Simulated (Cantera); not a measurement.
A closed system holds: 1 mol TiO2, 1.2 mol CH4, 0.66 mol CO, equilibrated at 1173 K.

Cantera equilibrium calculation (NASA polynomials, part measured and part estimated; ideal gas, pure solids and liquids). Candidate condensed phases: C, C6H6, C7H8, C8H18, H2O, Ti, TiC, TiO, TiO2, Ti2O3, Ti3O5, Ti4O7; 113 gas species. Mutual solubility and eutectic melting of coexisting phases are not modelled. TiC: taken at fixed stoichiometry. Condensed phases not in the tables: Magnéli phases beyond Ti4O7. Gases not in the tables: TiO(OH)2. The numbers say what is thermodynamically allowed, not how fast it happens.

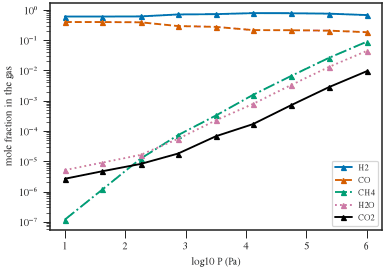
Figure. Equilibrium gas composition (values under 1e-9 drawn at 1e-9)

Task: Read off the mole fractions at 42.0 Pa.

Result: H2 about 0.60, CO about 0.40, H2O about 9.1e-6, CO2 about 4.7e-6, CH4 about 1.2e-6.
